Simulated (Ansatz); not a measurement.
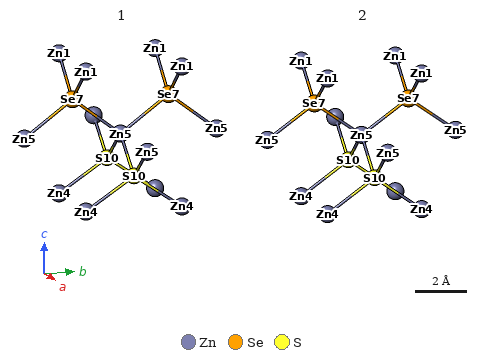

Two geometries of solid Zn₅Se₂S₃ (a generated structure, set up in I-4m2) (coarse preliminary run), drawn at one scale. One is the start of a relaxation, the other its converged end. A ball-and-stick model of the atoms within 4.2 Å of the atom that moves most (axes of the conventional cell (2 times the calculation's cell)), seen slightly off an axis. Lengths and directions refer to the drawn axes.

These are results of Ansatz 0.2.0, DFT PBE, scalar-relativistic, plane waves, PAW, not measurements. Set-up: plane-wave cutoff 420 eV; k-point mesh 6 × 6 × 6; occupations gaussian; smearing width 0.1 eV; no spin polarisation; cell and atoms relaxed; force threshold 0.04 eV/Å; at most 70 steps.

Which geometry has the lower energy?

Answer. Structure 1 is the relaxed one. The largest moves relative to the cell, 0.18 Å, are those of Zn2 and Zn5. Zn5 goes along −c. Largest moves by element: Zn 0.18 Å, S 0.12 Å, Se 0.09 Å. Cell: a = b 3.843 → 3.927 Å (+2.2 %), c 27.173 → 27.747 Å (+2.1 %). Volume +6.6 %. Among the contacts that change: Zn1–Se7 2.353 → 2.456 Å, Zn4–S10 2.353 → 2.370 Å. Bond angles that change, for instance: Zn1–Se7–Zn1 109.5° → 106.1°, Se7–Zn5–Se7 109.5° → 106.2°, Zn4–S10–Zn4 109.5° → 111.9°. The space group stays I-4m2 (No. 119). After 2 accepted moves (3 points after the start) the energy has fallen by 0.393 eV per cell of the calculation. The largest force component goes from 0.88 to 0.039 eV/Å. The pressure goes from 5.43 to 0.24 GPa. At 1 point the geometry stayed and the basis and grid were re-selected for the new cell (energy shift of 5.3 meV per cell of the calculation at most each time).
